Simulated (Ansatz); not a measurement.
# C₂H₄SSi: reading failed and doubtful runs

Aim: try 3 inputs for C₂H₄SSi as typed, read how each ends, and find what has to change.

The runs use Ansatz 0.2.0, Gaussian basis; the settings change from run to run.

## Step 1: The relaxed structure

The structure was relaxed beforehand with PBE0-D4 in a triple-zeta def2 set.

8 atoms, charge 0, spin multiplicity 1.

Atoms are counted from 1 here; the program's logs count them from 0.

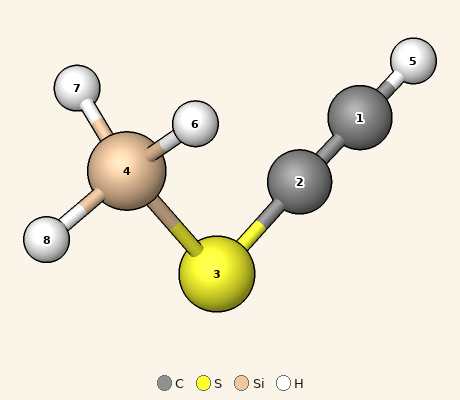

The geometry (carbon grey, sulfur yellow, silicon light orange, hydrogen white); atoms are numbered from 1 in the order of the file.

## Step 2: Try 1

in.yaml

```yaml
crystal:
  periodic: [false, false, false]
  atoms:
    - {symbol: C, position_ang: [2.057261, 1.117593, 0.061528]}
    - {symbol: C, position_ang: [1.392362, 0.167774, 0.387945]}
    - {symbol: S, position_ang: [0.498418, -1.173926, 0.865310]}
    - {symbol: Si, position_ang: [-1.325018, -0.606223, -0.132703]}
    - {symbol: H, position_ang: [2.646286, 1.955975, -0.225797]}
    - {symbol: H, position_ang: [-1.810822, 0.686152, 0.404281]}
    - {symbol: H, position_ang: [-1.088749, -0.503642, -1.591550]}
    - {symbol: H, position_ang: [-2.277738, -1.701005, 0.175286]}
basis:
  gaussian: {orbitals: def2-SVPD}
magnetization: {spin_polarized: true, initial_magnetization: 1}
hamiltonian: {xc: {name: B2PLYP}}
output: {forces: true}
```

Launch:

```
$ ansatz run in.yaml --threads 2 --pin off --events-out ev --progress --plain --max-ram 4352MiB
```

What it wrote:

```text
Error: a molecule whose nuclei and cores have a total charge of 46 cannot have a net charge of 0 together with 1 unpaired electrons
```

Wall time 0.05 s (2 threads of Arm Neoverse V1, shared host).

What is wrong: The program refused the input. The number of unpaired electrons doesn't fit the electron count. To mend it, make charge and initial_magnetization agree: an even electron count takes an even number of unpaired electrons.

## Step 3: Try 2

in.yaml

```yaml
crystal:
  periodic: [false, false, false]
  atoms:
    - {symbol: C, position_ang: [2.057261, 1.117593, 0.061528]}
    - {symbol: C, position_ang: [1.392362, 0.167774, 0.387945]}
    - {symbol: S, position_ang: [0.498418, -1.173926, 0.865310]}
    - {symbol: Si, position_ang: [-1.325018, -0.606223, -0.132703]}
    - {symbol: H, position_ang: [2.646286, 1.955975, -0.225797]}
    - {symbol: H, position_ang: [-1.810822, 0.686152, 0.404281]}
    - {symbol: H, position_ang: [-1.088749, -0.503642, -1.591550]}
    - {symbol: H, position_ang: [-2.277738, -1.701005, 0.175286]}
basis:
  gaussian: {orbitals: def2-mTZVP, fitting: {mean_field: cc-pVTZ-jkfit}}
hamiltonian: {xc: {name: LC-wPBE}}
scf: {max_iter: 3}
output: {forces: true}
```

Same command.

What it wrote:

```text
Error: invalid value for `basis.gaussian`: such a run doesn't read scf.max_iter; remove what it names
```

Run time: 0.05 s. Hardware: 2 threads of Arm Neoverse V1, shared host.

What is wrong: Refused before any calculation. The input holds a key that doesn't belong there. Fix: remove the key, or spell it as the input reference has it.

## Step 4: Try 3

in.yaml

```yaml
crystal:
  periodic: [false, false, false]
  atoms:
    - {symbol: C, position_ang: [2.057261, 1.117593, 0.061528]}
    - {symbol: C, position_ang: [1.392362, 0.167774, 0.387945]}
    - {symbol: S, position_ang: [0.498418, -1.173926, 0.865310]}
    - {symbol: Si, position_ang: [-1.325018, -0.606223, -0.132703]}
    - {symbol: H, position_ang: [2.646286, 1.955975, -0.225797]}
    - {symbol: H, position_ang: [-1.810822, 0.686152, 0.404281]}
    - {symbol: H, position_ang: [-1.088749, -0.503642, -1.591550]}
    - {symbol: H, position_ang: [-2.277738, -1.701005, 0.175286]}
basis:
  gaussian: {orbitals: STO-3G}
magnetization: {spin_polarized: true, initial_magnetization: 2}
hamiltonian: {xc: {name: PBEsol}, dispersion: d4}
kpoints: {mp_grid: {grid: [2, 2, 2]}}
```

Launched as before.

What it wrote:

```text
Error: invalid value for `basis.gaussian`: such a run doesn't read kpoints; remove what it names
```

Run time: 0.05 s. Hardware: 2 threads of Arm Neoverse V1, shared host.

What is wrong: The program refused the input. The input holds a key that doesn't belong there. It also asks for charge 0 and multiplicity 3, another species or state than the molecule above. Cure: remove the key, or spell it as the input reference has it, and set charge and spin to those of the species named.

## Step 5: How the tries ended

```csv
try,level,ended,cause,time
1,B2PLYP/def2-SVPD,refused,the number of unpaired electrons doesn't fit the electron count,0.05 s
2,LC-wPBE/def2-mTZVP,refused,the input holds a key that doesn't belong there,0.05 s
3,PBEsol/STO-3G,refused,the input holds a key that doesn't belong there,0.05 s
```

3 refused. A refusal costs next to no computing time.
